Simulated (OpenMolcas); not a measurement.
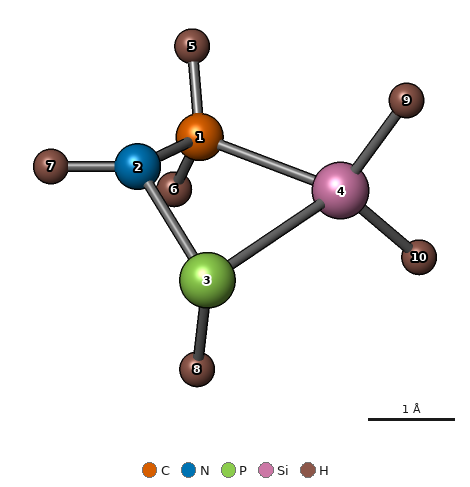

*The structure as given in the input (ball-and-stick view, seen at a tilt; atoms are numbered from 1 in the order of the input).*

Run report: CH$_{6}$NPSi, single-point calculation (part 1 of 3)

- system: CH$_{6}$NPSi, multiplicity 3, SMILES C1NP[SiH2]1
- method: B3LYP/6-31G*, UKS (OpenMolcas 26.06)

The geometry is that of the parent species in another charge or spin state. The geometry comes from this level: PBE0-D4/def2-TZVP.

**Input file**
```
&GATEWAY
BasLib=$CurrDir
Coord
10
bohr
C     -0.98057889     1.42428658    -0.52969023
N      0.73453654     1.63877050     1.63499104
P      1.84040427    -1.35304391     2.41110156
Si     0.72244230    -1.50667864    -1.71473749
H     -0.99380697     3.11294585    -1.72097358
H     -2.93701234     0.96829567     0.00680301
H      0.23905035     2.83553405     3.04075831
H     -0.47828968    -2.63352233     3.08308817
H      2.82155008    -0.94467409    -3.49240285
H     -0.81107045    -3.63866765    -2.71326877
Basis=6-31Gs
Group=NoSym
&SEWARD
GridInput
Grid=UltraFine
End of Grid
&SCF
UHF
Spin=3
KSDFT=B3LYP
Thresholds=1e-10 1e-07 1e-07 1e-05
PrOrbitals=1 2
```

Launch command:
```bash
export MOLCAS_MEM=1860
pymolcas run.inp > run.log
```

**What the program printed**
```
--- Start Module: gateway ---

                                              &GATEWAY

                       available to each process: 1.9 GB of memory, 1 thread

 Basis Set     1 Label: C.6-31GS
 Basis set is read from library:.
 basistype.tbl is not found

 Basis Set     2 Label: N.6-31GS
 Basis set is read from library:.
 basistype.tbl is not found

 Basis Set     3 Label: P.6-31GS
 Basis set is read from library:.
 basistype.tbl is not found

 Basis Set     4 Label: SI.6-31GS
 Basis set is read from library:.
 basistype.tbl is not found

 Basis Set     5 Label: H.6-31GS
 Basis set is read from library:.
 basistype.tbl is not found

++    Symmetry information:
      ---------------------

                    Character Table for C1

                             E
                    a        1  x, y, xy, Rz, z, xz, Ry, yz, Rx, I
--

++    Basis set information:
      ----------------------

      Basis set label: C.6-31GS.........

      Electronic valence basis set:
      ------------------
      Associated Effective Charge   6.000000 au
      Associated Actual Charge      6.000000 au
      Nuclear Model: Point charge

      Shell  nPrim  nBasis  Cartesian Spherical Contaminant
         s      10       3        X
         p       4       2        X
         d       1       1        X

      Basis set label: N.6-31GS.........

      Electronic valence basis set:
      ------------------
      Associated Effective Charge   7.000000 au
      Associated Actual Charge      7.000000 au
      Nuclear Model: Point charge

      Shell  nPrim  nBasis  Cartesian Spherical Contaminant
         s      10       3        X
         p       4       2        X
         d       1       1        X

      Basis set label: P.6-31GS.........

      Electronic valence basis set:
      ------------------
      Associated Effective Charge  15.000000 au
      Associated Actual Charge     15.000000 au
      Nuclear Model: Point charge

      Shell  nPrim  nBasis  Cartesian Spherical Contaminant
         s      16       4        X
         p      10       3        X
         d       1       1        X

      Basis set label: SI.6-31GS.........

      Electronic valence basis set:
      ------------------
      Associated Effective Charge  14.000000 au
      Associated Actual Charge     14.000000 au
      Nuclear Model: Point charge

      Shell  nPrim  nBasis  Cartesian Spherical Contaminant
         s      16       4        X
         p      10       3        X
         d       1       1        X

      Basis set label: H.6-31GS.........

      Electronic valence basis set:
      ------------------
      Associated Effective Charge   1.000000 au
      Associated Actual Charge      1.000000 au
      Nuclear Model: Point charge

      Shell  nPrim  nBasis  Cartesian Spherical Contaminant
         s       4       2        X
--

++    Molecular structure info:
      -------------------------

                    ************************************************
                    **** Cartesian Coordinates / bohr, angstrom ****
                    ************************************************

     Center  Label                x              y              z                     x              y              z
        1      C1              -0.980579       1.424287      -0.529690             -0.518900       0.753700      -0.280300
        2      N2               0.734537       1.638770       1.634991              0.388700       0.867200       0.865200
        3      P3               1.840404      -1.353044       2.411102              0.973900      -0.716000       1.275900
        4      SI4              0.722442      -1.506679      -1.714737              0.382300      -0.797300      -0.907400
        5      H5              -0.993807       3.112946      -1.720974             -0.525900       1.647300      -0.910700
        6      H6              -2.937012       0.968296       0.006803             -1.554200       0.512400       0.003600
        7      H7               0.239050       2.835534       3.040758              0.126500       1.500500       1.609100
        8      H8              -0.478290      -2.633522       3.083088             -0.253100      -1.393600       1.631500
        9      H9               2.821550      -0.944674      -3.492403              1.493100      -0.499900      -1.848100
       10      H10             -0.811070      -3.638668      -2.713269             -0.429200      -1.925500      -1.435800

                    ***************************************
                    *    InterNuclear Distances / bohr    *
                    ***************************************

               1 C1            2 N2            3 P3            4 SI4           5 H5            6 H6
    1 C1       0.000000
    2 N2       2.770103        0.000000
    3 P3       4.931508        3.282719        0.000000
    4 SI4      3.590985        4.595071        4.277381        0.000000
    5 H5       2.066616        4.052513        6.712068        4.928132        0.000000
    6 H6       2.079275        4.071953        5.830350        4.741393        3.370576        0.000000
    7 H7       4.028302        1.911526        4.528243        6.457803        4.926559        4.772718
    8 H8       5.456214        4.671233        2.732679        5.072540        7.507774        5.336847
    9 H9       5.370831        6.109008        5.998398        2.807525        5.844586        7.004637
   10 H10      5.516362        7.010536        6.205930        2.809645        6.826590        5.756955

               7 H7            8 H8            9 H9           10 H10
    7 H7       0.000000
    8 H8       5.516063        0.000000
    9 H9       7.977561        7.548393        0.000000
   10 H10      8.725071        5.892267        4.589181        0.000000

                    *******************************************
                    *    InterNuclear Distances / angstrom    *
                    *******************************************

               1 C1            2 N2            3 P3            4 SI4           5 H5            6 H6
    1 C1       0.000000
    2 N2       1.465875        0.000000
    3 P3       2.609641        1.737140        0.000000
    4 SI4      1.900268        2.431607        2.263493        0.000000
    5 H5       1.093606        2.144498        3.551874        2.607855        0.000000
    6 H6       1.100305        2.154785        3.085288        2.509037        1.783632        0.000000
    7 H7       2.131686        1.011536        2.396243        3.417322        2.607023        2.525614
    8 H8       2.887304        2.471910        1.446071        2.684273        3.972943        2.824138
    9 H9       2.842121        3.232748        3.174215        1.485678        3.092822        3.706694
   10 H10      2.919133        3.709816        3.284037        1.486800        3.612476        3.046449

               7 H7            8 H8            9 H9           10 H10
    7 H7       0.000000
    8 H8       2.918975        0.000000
    9 H9       4.221543        3.994437        0.000000
   10 H10      4.617109        3.118054        2.428490        0.000000

                    **************************************
                    *    Valence Bond Angles / degree    *
                    **************************************
                          Atom centers                 Phi
                      2 N2       1 C1       5 H5       113.03
                      2 N2       1 C1       6 H6       113.45
                      5 H5       1 C1       6 H6       108.78
                      1 C1       2 N2       7 H7       117.56
                      9 H9       4 SI4     10 H10      109.57

           ***************************************************************
           *              Valence Dihedral Angles / degree               *
           ***************************************************************
                    Atom centers                       Phi1     Phi2     Theta
           5 H5       1 C1       2 N2       7 H7        113.03   117.56    70.65
           6 H6       1 C1       2 N2       7 H7        113.45   117.56   -53.79
--

            Nuclear Potential Energy            222.36920069 au

--- Stop Module: gateway /rc=_RC_ALL_IS_WELL_ ---

--- Start Module: seward ---

                                              &SEWARD

                       available to each process: 1.9 GB of memory, 1 thread

               SEWARD will generate:
                  Multipole Moment integrals up to order  2
                  Kinetic Energy integrals
                  Nuclear Attraction integrals (point charge)
                  One-Electron Hamiltonian integrals
                  Velocity integrals
                  Orbital angular momentum around (  0.8083  -0.4871   0.4553 )
                  Velocity quadrupole around (  0.8083  -0.4871   0.4553 )
                  Two-Electron Repulsion integrals

                   Integrals are discarded if absolute value <: 1.00E-14
                   Integral cutoff threshold is set to       <: 1.00E-16

            Nuclear Potential Energy            222.36920069 au

      Basis set specifications :
      Symmetry species         a
      Basis functions           80

--- Stop Module: seward /rc=_RC_ALL_IS_WELL_ ---
--- Module seward spent 5 seconds ---

--- Start Module: scf ---

                                                &SCF

                       available to each process: 1.9 GB of memory, 1 thread

++    Input section:
      --------------

      Header of the integral files:

      Cartesian coordinates in angstrom:
      -----------------------------------------------------
      No.  Label        X            Y            Z
      -----------------------------------------------------
       1   C1        -0.51890000   0.75370000  -0.28030000
       2   N2         0.38870000   0.86720000   0.86520000
       3   P3         0.97390000  -0.71600000   1.27590000
       4   SI4        0.38230000  -0.79730000  -0.90740000
       5   H5        -0.52590000   1.64730000  -0.91070000
       6   H6        -1.55420000   0.51240000   0.00360000
       7   H7         0.12650000   1.50050000   1.60910000
       8   H8        -0.25310000  -1.39360000   1.63150000
       9   H9         1.49310000  -0.49990000  -1.84810000
      10   H10       -0.42920000  -1.92550000  -1.43580000
      -----------------------------------------------------
      Nuclear repulsion energy =  222.36920069
--

++    Orbital specifications:
      -----------------------

      Symmetry species               1
                                     a
      Frozen orbitals                0
      Start temperature = 0.500
      End temperature   = 0.010
      Temperature Factor= 0.460
      Deleted orbitals               0
      Total number of orbitals      80
      Number of basis functions     80
--

      Molecular charge                           0.000

      Numerical integration parameters
      --------------------------------
      Radial quadrature type:                         MHL
      Size of radial grid:                            99
      Lebedev angular grid:                           41
      Angular grid pruned with the crowding factor:  1.00E+10
                                 and fading factor:  1.00E+01
      Screening threshold for integral computation:   1.00E-11
      Radial quadrature accuracy:                     1.00E-25
      Maximum batch size:                             128
      AO values are stored on disk
      The same grid will be used for all iterations.

      DFT functional specifications
      -----------------------------
      Using Libxc version: 6.2.2
      Please cite the following reference:
      S. Lehtola, C. Steigemann, M. J.T. Oliveira, and M. A.L. Marques.,  SoftwareX 7, 1–5 (2018) doi:10.1016/j.softx.2017.11.002

      * B3LYP

++    Optimization specifications:
      ----------------------------

      SCF Algorithm: Conventional USCF
      D(i)-D(i-1) density differences are used
      Number of density matrices in core                 5
      Maximum number of NDDO SCF iterations            400
      Maximum number of HF SCF iterations              400
      Threshold for SCF energy change             1.00E-10
      Threshold for density matrix                1.00E-07
      Threshold for Fock matrix                   1.00E-07
      Threshold for linear dependence             1.00E-09
      Threshold at which DIIS is turned on        1.50E-01
      Maximum depth in the DIIS procedure                5
      Maximum depth in the BFGS Hessian update          30
      Threshold at which QNR/C2DIIS is turned on  7.50E-02
      Threshold for Norm(delta) (QNR/C2DIIS)      1.00E-05
      All orbitals punched on: UHFORB
--

      Input vectors read from INPORB
      Orbital file label: *Guess orbitals

++ Convergence information
                               UHF B3LYP      iterations: Energy and convergence statistics

Iter     Tot. B3LYP      One-elec.       Two-elec.     Energy      Max Dij or  Max Fij      DNorm      TNorm      AccCon     Time
         Energy          Energy          Energy        Change      Delta Norm                                                in Sec.
   1  -721.961632579 -1482.652030803   538.321197531   0.00E+00    1.49E-01*   1.06E+00*    1.05E+01   2.76E+02   None         4.
   2  -722.039541550 -1484.528942506   540.120200263  -7.79E-02*   1.15E-01*   1.87E-01*    1.75E+01   2.74E+02   EDIIS        3.
   3  -724.594553289 -1491.052373799   544.088619817  -2.56E+00*   3.79E-01*   4.47E-01*    7.64E+00   2.79E+02   EDIIS        3.
   4  -721.392605848 -1485.670530260   541.908723719   3.20E+00*   1.44E-01*   1.52E-01*    9.87E+00   2.72E+02   EDIIS        3.
   5  -726.975917543 -1492.434206893   543.089088657  -5.58E+00*   3.63E-01*   9.21E-02*    5.93E+00   2.77E+02   EDIIS        3.
   6  -726.776667390 -1490.768645886   541.622777803   1.99E-01*   1.14E-01*   6.67E-02*    3.96E+00   2.77E+02   EDIIS        3.
   7  -727.106865632 -1491.634891222   542.158824897  -3.30E-01*   1.92E-01*   3.55E-02*    2.75E+00   2.77E+02   EDIIS        3.
   8  -727.097992554 -1492.373051129   542.905857881   8.87E-03*   3.90E-02*   2.05E-02*    1.04E+00   2.77E+02   EDIIS        3.

       Fermi aufbau procedure completed!
      nOcc(alpha)=   25
      nOcc(beta) =   23

   9  -727.117374676 -1491.892332746   542.405757377  -1.94E-02*   1.35E-01*   6.63E-03*    3.33E-01   2.77E+02   c2DIIS       3.
  10  -727.115421169 -1492.100205165   542.615583302   1.95E-03*   3.42E-02*   4.02E-03*    3.95E-01   2.77E+02   c2DIIS       3.
  11  -727.118037841 -1491.938477618   542.451239083  -2.62E-03*   2.61E-02*   1.05E-03*    1.58E-01   2.77E+02   QNRc2DIIS    3.
  12  -727.118042650 -1491.952173194   542.464929851  -4.81E-06*   1.79E-02*   1.01E-03*    5.98E-02   2.77E+02   QNRc2DIIS    3.
  13  -727.118077910 -1491.959278335   542.471999732  -3.53E-05*   1.13E-02*   2.35E-04*    6.46E-02   2.77E+02   QNRc2DIIS    3.
  14  -727.118077605 -1491.936460842   542.449182544   3.06E-07*   7.89E-03*   3.80E-04*    3.54E-02   2.77E+02   QNRc2DIIS    3.
  15  -727.118081056 -1491.949718598   542.462436849  -3.45E-06*   2.18E-03*   1.88E-04*    1.71E-02   2.77E+02   QNRc2DIIS    3.
  16  -727.118081820 -1491.951775304   542.464492790  -7.64E-07*   1.43E-03*   2.58E-05*    4.84E-03   2.77E+02   QNRc2DIIS    3.
  17  -727.118081878 -1491.952380909   542.465098338  -5.76E-08*   1.07E-03*   1.91E-05*    4.37E-03   2.77E+02   QNRc2DIIS    3.
  18  -727.118081897 -1491.950856130   542.463573540  -1.87E-08*   2.18E-04*   1.16E-05*    3.15E-03   2.77E+02   QNRc2DIIS    3.
  19  -727.118081901 -1491.952220731   542.464938137  -4.43E-09*   1.06E-04*   4.25E-06*    5.25E-04   2.77E+02   QNRc2DIIS    3.
  20  -727.118081902 -1491.951792516   542.464509921  -7.13E-10*   9.97E-05*   2.07E-06*    2.91E-04   2.77E+02   QNRc2DIIS    3.
  21  -727.118081902 -1491.951799416   542.464516821  -2.44E-10*   4.57E-05*   9.63E-07*    2.25E-04   2.77E+02   QNRc2DIIS    3.
  22  -727.118081902 -1491.951813594   542.464530999  -7.80E-11    7.03E-05*   7.22E-07*    1.01E-04   2.77E+02   QNRc2DIIS    3.
  23  -727.118081902 -1491.951825354   542.464542759  -4.55E-11    2.16E-05*   4.00E-07*    1.45E-04   2.77E+02   QNRc2DIIS    3.
  24  -727.118081902 -1491.951824986   542.464542390  -9.32E-12    2.36E-06    9.62E-08     5.11E-05   2.77E+02   QNRc2DIIS    3.

       Convergence after  24 Iterations
--

 *****************************************************************************************************************************
 *                                             SCF/KS-DFT Program, Final results                                             *
 *                                                       Final Results                                                       *
 *****************************************************************************************************************************

::    Total KS-DFT energy                            -727.1180819022
      One-electron energy                           -1491.9518249858
      Two-electron energy                             542.4645423903
      Nuclear repulsion energy                        222.3692006933
      Kinetic energy (interpolated)                   724.3160060337
      Virial theorem                                    1.0038685820
      Total spin, S(S+1)                                2.0061894065
      Total spin, S                                     1.0020617186
      Max non-diagonal density matrix element           0.0000009888
      Max non-diagonal Fock matrix element              0.0000000337

      All orbitals with orbital energies smaller than  E(LUMO)+0.5 are printed

++    Molecular orbitals:
      -------------------

      Title: UKS-DFT orbitals (alpha)
```
